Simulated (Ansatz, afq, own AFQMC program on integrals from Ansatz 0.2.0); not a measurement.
# AlGaSiH (quartet): AFQMC on the coupled-cluster ladder at distance Al2–Si3 = 4.398 Å, cc-pVDZ

How near does AFQMC come to the top of the ladder for AlGaSiH (quartet)?

Computed with Ansatz 0.2.0, Gaussian basis, and an in-house AFQMC program (afq) on its integrals; all values are calculated. Level: cc-pVDZ, frozen cores.

Plan: PBE (unrestricted); r2SCAN (unrestricted); PBE0 (unrestricted); B3LYP (unrestricted); wB97M-V (unrestricted); B2PLYP (unrestricted); CCSD(T) on UHF; CCSDT(Q) on UHF; Phaseless AFQMC, CISD trial on UHF; Phaseless AFQMC, single-determinant trial on UHF.

## 1. The geometry

The geometry derives from a PBE0/def2-TZVP stationary point (not a proven minimum). One bond is set to the value named and the two fragments are kept rigid. No spin-orbit coupling is included. The filled d shell of Ga may be among the frozen orbitals whatever the setting's name suggests; the logs give the count.

4 atoms, charge 0, spin multiplicity 4.

Atoms are counted from 1 here; the program's logs count them from 0.

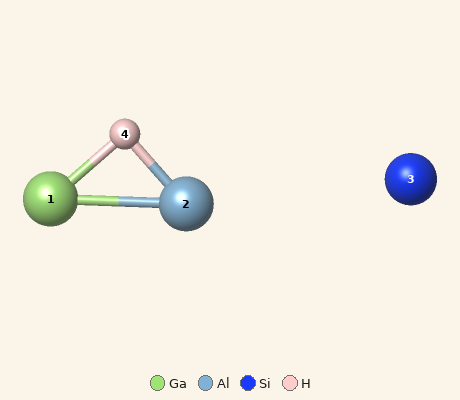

The structure; gallium green, aluminium light blue, silicon blue, hydrogen pink; atoms are numbered from 1 in the order of the file.

## 2. PBE (unrestricted)

File in.yaml:

```yaml
crystal:
  periodic: [false, false, false]
  atoms:
    - {symbol: Ga, position_ang: [-0.000001, -0.322880, 2.783091]}
    - {symbol: Al, position_ang: [0.000001, -0.481712, 0.145761]}
    - {symbol: Si, position_ang: [-0.000004, -0.102724, -4.235880]}
    - {symbol: H, position_ang: [0.000003, 0.907317, 1.307029]}
basis:
  gaussian: {orbitals: cc-pVDZ}
magnetization: {spin_polarized: true, initial_magnetization: 3}
hamiltonian: {xc: {name: PBE}}
output: {orbitals: {seedname: orbitals}}
```

Started as:

```bash
ansatz run in.yaml --threads 1 --pin off --events-out ev --progress --plain --max-ram 1843MiB
```

What it wrote:

```text
Functional definition: PBE
  name "PBE"
  cite "Perdew, Burke & Ernzerhof, Phys. Rev. Lett. 77, 3865 (1996) doi:10.1103/PhysRevLett.77.3865"
  parent pbe
  parameter kappa = 0.804
  parameter beta = 0.06672455060314922
  exchange = pbe_x(kappa = kappa, mu = beta*pi^2/3)
  correlation = pbe_c(beta = beta)
733 factors; integrals over basis functions are off by at most 1.1e-3 eV
mean field evaluation 1: about -66846.0288 eV, gradient 1.1e1 eV
mean field evaluation 2: about -66822.6639 eV, gradient 2.6e1 eV
mean field evaluation 4: about -66844.2623 eV, gradient 1.0e1 eV
mean field evaluation 8: about -66847.4596 eV, gradient 1.9e-2 eV
mean field evaluation 16: about -66847.4596 eV, gradient 1.7e-4 eV
mean field evaluation 32: about -66839.5403 eV, gradient 1.7e1 eV
mean field evaluation 64: about -66847.4269 eV, gradient 4.3e-1 eV
mean field evaluation 96: about -66847.3441 eV, gradient 2.5e-6 eV
mean field evaluation 128: about -66847.2054 eV, gradient 5.1e-2 eV
mean field -66847.45958406 eV, -2456.5988288787 hartree, gradient 4.1e-7 eV, S^2 3.754405; 11 other end points of the search recorded, 0 dependent functions left out
reference -66847.45962476 eV, -2456.5988303745 hartree; 31, 28 occupied and 37, 40 virtual orbitals, 733 factors
Total energy: -66847.45962476 eV, -2456.5988303745 hartree
```

It took 20 s on 1 thread of Arm Neoverse V1, shared host.

From the report: ⟨S²⟩ of the determinant 3.754 (pure quartet: 3.75).

## 3. r2SCAN (unrestricted)

in.yaml, as its differences from that of step 2:

```diff
@@ -10,3 +10,2 @@
 magnetization: {spin_polarized: true, initial_magnetization: 3}
-hamiltonian: {xc: {name: PBE}}
-output: {orbitals: {seedname: orbitals}}
+hamiltonian: {xc: {name: r2SCAN}}
```

The command is unchanged.

What it wrote, shortened:

```text
Functional definition: r2SCAN
  name "r2SCAN"
  cite "Furness, Kaplan, Ning, Perdew & Sun, J. Phys. Chem. Lett. 11, 8208 (2020) doi:10.1021/acs.jpclett.0c02405"
  cite "Furness, Kaplan, Ning, Perdew & Sun, J. Phys. Chem. Lett. 11, 9248 (2020) doi:10.1021/acs.jpclett.0c03077"
  parent r2scan
[...]
733 factors; integrals over basis functions are off by at most 1.1e-3 eV
[...]
mean field -66860.88520677 eV, -2457.0922114129 hartree, gradient 9.5e-6 eV, S^2 3.770984; 10 other end points of the search recorded, 0 dependent functions left out
reference -66860.88522299 eV, -2457.0922120092 hartree; 31, 28 occupied and 37, 40 virtual orbitals, 733 factors
Total energy: -66860.88522299 eV, -2457.0922120092 hartree
```

Run time: 45 s. Hardware: 1 thread of Arm Neoverse V1, shared host.

From the report: ⟨S²⟩ of the determinant 3.771 (pure quartet: 3.75).

## 4. PBE0 (unrestricted)

in.yaml, as its differences from that of step 3:

```diff
@@ -10,2 +10,3 @@
 magnetization: {spin_polarized: true, initial_magnetization: 3}
-hamiltonian: {xc: {name: r2SCAN}}
+hamiltonian: {xc: {name: PBE0}}
+output: {orbitals: {seedname: orbitals}}
```

Launched as before.

What it wrote, shortened:

```text
Functional definition: PBE0
  name "PBE0"
  cite "Adamo & Barone, J. Chem. Phys. 110, 6158 (1999) doi:10.1063/1.478522"
  cite "Perdew, Burke & Ernzerhof, Phys. Rev. Lett. 77, 3865 (1996) doi:10.1103/PhysRevLett.77.3865"
  parent pbe
[...]
733 factors; integrals over basis functions are off by at most 1.1e-3 eV
[...]
mean field -66849.63882762 eV, -2456.6789146025 hartree, gradient 9.3e-6 eV, S^2 3.767183; 8 other end points of the search recorded, 0 dependent functions left out
reference -66849.63885769 eV, -2456.6789157075 hartree; 31, 28 occupied and 37, 40 virtual orbitals, 733 factors
Total energy: -66849.63885769 eV, -2456.6789157075 hartree
```

Wall time 20 s (1 thread of Arm Neoverse V1, shared host).

From the report: ⟨S²⟩ of the determinant 3.767 (pure quartet: 3.75).

## 5. B3LYP (unrestricted)

in.yaml, as its differences from that of step 4:

```diff
@@ -10,3 +10,2 @@
 magnetization: {spin_polarized: true, initial_magnetization: 3}
-hamiltonian: {xc: {name: PBE0}}
-output: {orbitals: {seedname: orbitals}}
+hamiltonian: {xc: {name: B3LYP}}
```

Same command.

What it wrote, shortened:

```text
Functional definition: B3LYP
  name "B3LYP"
  cite "Stephens, Devlin, Chabalowski & Frisch, J. Phys. Chem. 98, 11623 (1994) doi:10.1021/j100096a001"
  cite "Becke, Phys. Rev. A 38, 3098 (1988) doi:10.1103/PhysRevA.38.3098"
  cite "Lee, Yang & Parr, Phys. Rev. B 37, 785 (1988) doi:10.1103/PhysRevB.37.785"
  cite "Vosko, Wilk & Nusair, Can. J. Phys. 58, 1200 (1980) doi:10.1139/p80-159"
[...]
733 factors; integrals over basis functions are off by at most 1.1e-3 eV
[...]
mean field -66865.53562404 eV, -2457.2631110954 hartree, gradient 7.6e-6 eV, S^2 3.760338; 13 other end points of the search recorded, 0 dependent functions left out
reference -66865.53586902 eV, -2457.2631200984 hartree; 31, 28 occupied and 37, 40 virtual orbitals, 733 factors
Total energy: -66865.53586902 eV, -2457.2631200984 hartree
```

It took 38 s on 1 thread of Arm Neoverse V1, shared host.

From the report: ⟨S²⟩ of the determinant 3.760 (pure quartet: 3.75).

## 6. wB97M-V (unrestricted)

in.yaml, as its differences from that of step 5:

```diff
@@ -10,2 +10,3 @@
 magnetization: {spin_polarized: true, initial_magnetization: 3}
-hamiltonian: {xc: {name: B3LYP}}
+hamiltonian: {xc: {name: wB97M-V}}
+output: {orbitals: {seedname: orbitals}}
```

Same command.

What it wrote, shortened:

```text
Functional definition: wB97M-V
  name "wB97M-V"
  cite "Mardirossian & Head-Gordon, J. Chem. Phys. 144, 214110 (2016) doi:10.1063/1.4952647"
  cite "Becke, J. Chem. Phys. 107, 8554 (1997) doi:10.1063/1.475007"
  cite "Vydrov & Van Voorhis, J. Chem. Phys. 133, 244103 (2010) doi:10.1063/1.3521275"
  # Of w^i u^j: cxij and so on, Table III.
[...]
  gx(w, u) = 1 - cx + cx01*u + cx10*w
  gss(w, u) = css00 + css04*u^4 + css10*w + css20*w^2 + css43*w^4*u^3
  gos(w, u) = cos00 + cos10*w + (cos20 + cos21*u)*w^2 + (cos60 + cos61*u)*w^6
[...]
      + integral(e_c_pw_mod_opposite_spin*gos(b97_w_opposite, b97_u_opposite)) + vv10(b, c)
733 factors; integrals over basis functions are off by at most 1.1e-3 eV
230 factors; integrals over basis functions are off by at most 1.6e-5 eV
[...]
mean field -66859.06399645 eV, -2457.0252831683 hartree, gradient 4.2e-6 eV, S^2 3.759714; 6 other end points of the search recorded, 0 dependent functions left out
reference -66859.06403945 eV, -2457.0252847484 hartree; 31, 28 occupied and 37, 40 virtual orbitals, 733 factors
Total energy: -66859.06403945 eV, -2457.0252847484 hartree
```

Wall time 56 s (1 thread of Arm Neoverse V1, shared host); peak memory 0.37 GiB.

From the report: ⟨S²⟩ of the determinant 3.760 (pure quartet: 3.75).

## 7. B2PLYP (unrestricted)

in.yaml, as its differences from that of step 6:

```diff
@@ -10,3 +10,3 @@
 magnetization: {spin_polarized: true, initial_magnetization: 3}
-hamiltonian: {xc: {name: wB97M-V}}
-output: {orbitals: {seedname: orbitals}}
+hamiltonian: {xc: {name: B2PLYP}}
+correlation: {electrons: outside_noble_gas}
```

Same command.

What it wrote, shortened:

```text
Functional definition: B2PLYP
  name "B2PLYP"
  cite "Grimme, J. Chem. Phys. 124, 034108 (2006) doi:10.1063/1.2148954"
  cite "Becke, Phys. Rev. A 38, 3098 (1988) doi:10.1103/PhysRevA.38.3098"
  cite "Lee, Yang & Parr, Phys. Rev. B 37, 785 (1988) doi:10.1103/PhysRevB.37.785"
[...]
733 factors; integrals over basis functions are off by at most 1.1e-3 eV
[...]
mean field -66843.56436913 eV, -2456.4556823702 hartree, gradient 2.6e-6 eV, S^2 3.778161; 8 other end points of the search recorded, 0 dependent functions left out
24 core orbitals not correlated: weight in the atoms' cores, before any rotation towards them, 0.999 or more for the frozen orbitals, at most 0.001 for the correlated occupied ones
reference -66843.56452468 eV, -2456.4556880866 hartree; 7, 4 occupied and 37, 40 virtual orbitals, 733 factors
second order -5.05577755 eV of doubles, -0.00000000 eV of singles
Total energy: -66844.92958462 eV, -2456.5058531140 hartree
```

Wall time 19 s (1 thread of Arm Neoverse V1, shared host); peak memory 0.25 GiB.

From the report: ⟨S²⟩ of the determinant 3.778 (pure quartet: 3.75).

## 8. CCSD(T) on UHF

in.yaml, as its differences from that of step 7:

```diff
@@ -10,3 +10,2 @@
 magnetization: {spin_polarized: true, initial_magnetization: 3}
-hamiltonian: {xc: {name: B2PLYP}}
-correlation: {electrons: outside_noble_gas}
+correlation: {method: ccsd_t, electrons: outside_noble_gas, hamiltonian_folder: ham}
```

The command is unchanged.

What it wrote, shortened:

```text
Functional definition: HF
  name "HF"
  cite "Fock, Z. Phys. 61, 126 (1930) doi:10.1007/BF01340294"
  parent pbe
[...]
733 factors; integrals over basis functions are off by at most 1.1e-3 eV
[...]
mean field -66790.86544894 eV, -2454.5190327739 hartree, gradient 2.1e-6 eV, S^2 3.838103; 27 other end points of the search recorded, 0 dependent functions left out
determinant -66790.86544894 eV, -2454.5190327739 hartree, with singles and doubles -66796.08884832 eV, -2454.7109891605 hartree
determinant -66790.69379366 eV, -2454.5127245588 hartree, with singles and doubles -66795.93744885 eV, -2454.7054253328 hartree
determinant -66790.68629096 eV, -2454.5124488395 hartree, with singles and doubles -66795.93158396 eV, -2454.7052098019 hartree
determinant -66790.54748540 eV, -2454.5073478293 hartree, with singles and doubles -66795.94471900 eV, -2454.7056925059 hartree
[...]
determinant -66790.69379366 eV, -2454.5127245588 hartree, with singles and doubles -66795.93692967 eV, -2454.7054062532 hartree
determinant -66790.68629096 eV, -2454.5124488395 hartree, with singles and doubles -66795.93108640 eV, -2454.7051915168 hartree
determinant -66790.54748540 eV, -2454.5073478293 hartree, with singles and doubles -66795.94810540 eV, -2454.7058169538 hartree
determinant -66790.54279377 eV, -2454.5071754152 hartree, with singles and doubles -66795.94447807 eV, -2454.7056836516 hartree
24 core orbitals not correlated: weight in the atoms' cores, before any rotation towards them, 1.000 or more for the frozen orbitals, at most 0.000 for the correlated occupied ones
reference -66790.86544894 eV, -2454.5190327739 hartree; 7, 4 occupied and 37, 40 virtual orbitals, 733 factors
second order -3.78527258 eV of doubles, -0.00000000 eV of singles
cycle   1  -5.22267687 eV  change   -4.6e-6 eV  update   4.9e-6
perturbative correction -0.14720389 eV, -0.0054096433 hartree
Total energy: -66796.23532971 eV, -2454.7163722523 hartree
```

It took 68 s on 1 thread of Arm Neoverse V1, shared host.

From the report: ⟨S²⟩ of the determinant 3.838 (pure quartet: 3.75); correlation -5.3699 eV; T1 0.026; largest double amplitude 0.07.

This run also writes the integrals to the folder ham.

## 9. CCSDT(Q) on UHF

in.yaml, as its differences from that of step 8:

```diff
@@ -10,2 +10,2 @@
 magnetization: {spin_polarized: true, initial_magnetization: 3}
-correlation: {method: ccsd_t, electrons: outside_noble_gas, hamiltonian_folder: ham}
+correlation: {method: ccsdt_q, electrons: outside_noble_gas}
```

Launched as before.

What it wrote, shortened:

```text
Functional definition: HF
  name "HF"
  cite "Fock, Z. Phys. 61, 126 (1930) doi:10.1007/BF01340294"
  parent pbe
[...]
1315 factors; integrals over basis functions are off by at most 2.0e-7 eV
[...]
mean field -66790.86553834 eV, -2454.5190360594 hartree, gradient 2.1e-6 eV, S^2 3.838105; 28 other end points of the search recorded, 0 dependent functions left out
determinant -66790.86553834 eV, -2454.5190360594 hartree, with singles and doubles -66796.08895116 eV, -2454.7109929399 hartree
determinant -66790.69387546 eV, -2454.5127275648 hartree, with singles and doubles -66795.93754593 eV, -2454.7054289002 hartree
determinant -66790.68637107 eV, -2454.5124517836 hartree, with singles and doubles -66795.93167974 eV, -2454.7052133219 hartree
determinant -66790.54756694 eV, -2454.5073508258 hartree, with singles and doubles -66795.94481770 eV, -2454.7056961330 hartree
[...]
determinant -66790.68637107 eV, -2454.5124517836 hartree, with singles and doubles -66795.93118226 eV, -2454.7051950399 hartree
determinant -66790.54756694 eV, -2454.5073508258 hartree, with singles and doubles -66795.94820395 eV, -2454.7058205753 hartree
determinant -66790.54287404 eV, -2454.5071783649 hartree, with singles and doubles -66795.94457418 eV, -2454.7056871838 hartree
24 core orbitals not correlated: weight in the atoms' cores, before any rotation towards them, 1.000 or more for the frozen orbitals, at most 0.000 for the correlated occupied ones
reference -66790.86553834 eV, -2454.5190360594 hartree; 7, 4 occupied and 37, 40 virtual orbitals, 1315 factors
second order -3.78530642 eV of doubles, -0.00000000 eV of singles
cycle   1  -4.72214722 eV  change   -9.4e-1 eV  update   1.1e-1
[...]
cycle  53  -5.41779936 eV  change   -2.0e-7 eV  update   9.8e-7
perturbative correction -0.00943463 eV, -0.0003467162 hartree
Total energy: -66796.29277233 eV, -2454.7184832298 hartree
```

Wall time 4.7 min (1 thread of Arm Neoverse V1, shared host); peak memory 0.57 GiB.

From the report: ⟨S²⟩ of the determinant 3.838 (pure quartet: 3.75); correlation -5.4272 eV; T1 0.028; largest double amplitude 0.08.

## 10. Phaseless AFQMC, CISD trial on UHF

It reads the integrals that the CCSD(T) run on this determinant wrote.

Started as:

```bash
afq ham --method phaseless --trial cisd --walkers 60 --populations 1 --least-time 40 --time-step 0.005 --steps-per-block 50 --equilibration-blocks 40 --max-blocks 300 --target-error 0.0008 --factor-cut 1e-05 --start spin_pure --seed 1468 --release-times 0.24,0.51,0.99,1.62,2.4 --release-step 0.03 --release-every 4 --taylor-order 6
```

What it wrote:

```text
orbitals 44  electrons 7 4  factors 322 of 733
reference energy -2454.51903277 Eh
CCSD correlation -0.19192980 Eh in 22 cycles, weight of the determinant in the CISD state 0.8134
energy of the start -2454.707710 Eh
 block  time / (1/Eh)  mean weight  energy / Eh
     1     0.250  1.0009  -2454.704872
     2     0.500  0.9996  -2454.704978
     3     0.750  1.0000  -2454.706110
     4     1.000  1.0009  -2454.708149
     5     1.250  0.9999  -2454.708276
     6     1.500  0.9991  -2454.710814
     7     1.750  1.0008  -2454.710473
     8     2.000  1.0002  -2454.710355
     9     2.250  1.0009  -2454.712474
    10     2.500  1.0006  -2454.713490
    11     2.750  0.9998  -2454.712260
    16     4.000  1.0004  -2454.714134
    21     5.250  1.0015  -2454.718532
    26     6.500  1.0002  -2454.711944
    31     7.750  1.0020  -2454.708679
    36     9.000  1.0004  -2454.718905
    41    10.250  0.9976  -2454.719157
    46    11.500  1.0000  -2454.714313
    51    12.750  0.9999  -2454.716139
    56    14.000  1.0005  -2454.716890
    61    15.250  1.0003  -2454.715735
    66    16.500  1.0002  -2454.717843
    71    17.750  1.0021  -2454.717291
    76    19.000  0.9982  -2454.713914
    81    20.250  0.9992  -2454.715663
    86    21.500  1.0005  -2454.713625
    91    22.750  0.9985  -2454.715729
    96    24.000  1.0009  -2454.716543
   101    25.250  1.0002  -2454.721179
   106    26.500  0.9989  -2454.718566
   111    27.750  0.9989  -2454.714322
   116    29.000  0.9988  -2454.716342
   121    30.250  0.9998  -2454.713634
   126    31.500  1.0015  -2454.712036
   131    32.750  1.0008  -2454.717553
   136    34.000  0.9997  -2454.717862
   141    35.250  1.0006  -2454.715254
   146    36.500  0.9968  -2454.718399
   151    37.750  0.9994  -2454.714085
   156    39.000  1.0013  -2454.715356
   161    40.250  1.0005  -2454.714833
   166    41.500  0.9993  -2454.714774
   171    42.750  0.9968  -2454.709087
   176    44.000  1.0012  -2454.713118
   181    45.250  1.0022  -2454.712195
   186    46.500  1.0007  -2454.717498
   191    47.750  0.9997  -2454.716231
   196    49.000  1.0018  -2454.721833
blocks merged  error / Eh  count
     1  0.000239  160
     2  0.000310  80
     4  0.000388  40
     8  0.000506  20
    16  0.000569  10
released: time / (1/Eh)  energy / Eh  error  mean overlap
  0.24  -2454.717158  0.000519  0.9846
  0.51  -2454.717794  0.000451  0.9695
  0.99  -2454.718375  0.000621  0.9500
  1.62  -2454.718037  0.000665  0.9654
  2.40  -2454.719034  0.000921  0.9294
energy -2454.716365 +/- 0.000506 Eh
```

It took 8.2 min on 1 thread of Arm Neoverse V1, shared host; peak memory 0.33 GiB.

Energy -66796.2351 ± 0.0138 eV. The run doesn't count as converged. Caveats: constraint bias not in the error; error not settled.

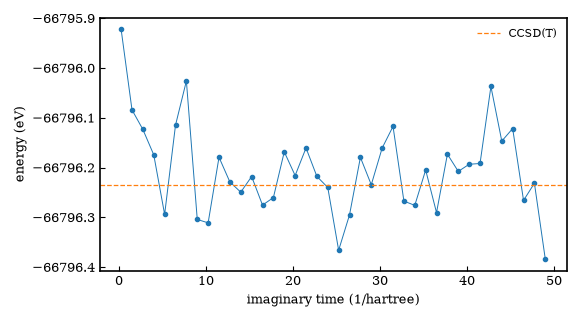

Block energies along the walk.

## 11. Phaseless AFQMC, single-determinant trial on UHF

It reads the integrals that the CCSD(T) run on this determinant wrote.

Started as:

```bash
afq ham --method phaseless --trial hf --walkers 120 --populations 1 --least-time 40 --time-step 0.005 --steps-per-block 20 --equilibration-blocks 160 --max-blocks 600 --target-error 0.0024000000000000002 --factor-cut 1e-05 --start spin_pure --seed 8187 --taylor-order 6
```

What it wrote:

```text
orbitals 44  electrons 7 4  factors 322 of 733
reference energy -2454.51903277 Eh
CCSD correlation -0.19192980 Eh in 22 cycles, weight of the determinant in the CISD state 0.8134
energy of the start -2454.520172 Eh
 block  time / (1/Eh)  mean weight  energy / Eh
     1     0.100  1.0008  -2454.541474
     2     0.200  1.0001  -2454.560591
     3     0.300  1.0011  -2454.577008
     4     0.400  1.0006  -2454.588445
     5     0.500  1.0011  -2454.598253
     6     0.600  1.0006  -2454.607550
     7     0.700  1.0007  -2454.618965
     8     0.800  1.0022  -2454.626846
     9     0.900  1.0006  -2454.632518
    10     1.000  1.0005  -2454.640071
    15     1.500  1.0006  -2454.672437
    29     2.900  0.9990  -2454.701710
    43     4.300  1.0002  -2454.724207
    57     5.700  1.0000  -2454.729256
    71     7.100  0.9998  -2454.721913
    85     8.500  0.9993  -2454.721095
    99     9.900  0.9990  -2454.719736
   113    11.300  1.0002  -2454.711137
   127    12.700  0.9999  -2454.717227
   141    14.100  1.0005  -2454.715767
   155    15.500  0.9988  -2454.700681
   169    16.900  0.9998  -2454.735191
   183    18.300  1.0001  -2454.708669
   197    19.700  1.0015  -2454.724318
   211    21.100  0.9998  -2454.702965
   225    22.500  1.0007  -2454.727603
   239    23.900  1.0002  -2454.710059
   253    25.300  1.0007  -2454.721345
   267    26.700  0.9945  -2454.708311
   281    28.100  0.9998  -2454.695548
   295    29.500  0.9986  -2454.724919
   309    30.900  0.9991  -2454.702063
   323    32.300  0.9996  -2454.708061
   337    33.700  0.9979  -2454.707759
   351    35.100  1.0009  -2454.700532
   365    36.500  0.9999  -2454.691600
   379    37.900  1.0024  -2454.698493
   393    39.300  0.9985  -2454.709571
   407    40.700  0.9991  -2454.706967
   421    42.100  1.0026  -2454.713663
   435    43.500  1.0008  -2454.694036
   449    44.900  0.9989  -2454.712099
   463    46.300  1.0009  -2454.755830
   477    47.700  0.9990  -2454.713501
   491    49.100  0.9992  -2454.699121
   505    50.500  1.0011  -2454.721006
   519    51.900  1.0003  -2454.698982
   533    53.300  1.0015  -2454.693671
   547    54.700  0.9987  -2454.706277
blocks merged  error / Eh  count
     1  0.000686  400
     2  0.000938  200
     4  0.001244  100
     8  0.001618  50
    16  0.001973  25
    32  0.001948  12
energy -2454.711291 +/- 0.001973 Eh
```

It took 5.3 min on 1 thread of Arm Neoverse V1, shared host; peak memory 0.33 GiB.

Energy -66796.0971 ± 0.0537 eV. Caveats: constraint bias not in the error.

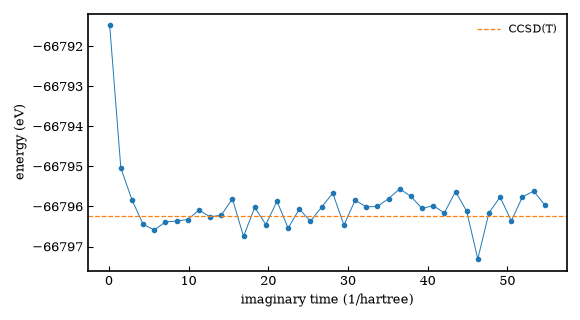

Block energies along the walk.

## 12. All levels side by side

On the UHF determinant, counted from CCSDT(Q) (a yardstick, not exact):

```
                                                             level  energy (eV)  from CCSDT(Q) (kJ/mol)  statistical error (kJ/mol)     time
                                                                HF  -66790.8654                  +523.7                                     
                                                               MP2  -66794.6507                  +158.4                                     
                                                              CCSD  -66796.0881                   +19.7                                     
                                                           CCSD(T)  -66796.2353                    +5.5                                     
                                                          CCSDT(Q)  -66796.2928                     0.0                                     
Phaseless AFQMC, single-determinant trial, step 0.005, 120 walkers  -66796.0971                   +18.9                         5.2  5.3 min
```

The functionals' totals stand on their own zeros and serve differences with other points: PBE -66847.460 eV; r2SCAN -66860.885 eV; PBE0 -66849.639 eV; B3LYP -66865.536 eV; wB97M-V -66859.064 eV; B2PLYP -66844.930 eV.

## 13. Summary of results

| quantity | value |
| --- | --- |
| CCSD(T) on UHF from CCSDT(Q) | +5.5 kJ/mol |
| Phaseless AFQMC, single-determinant trial on UHF from CCSDT(Q) | +18.9 ± 5.2 kJ/mol |

Error bars are statistical and leave out the constraint, the time step and what remains of the start.
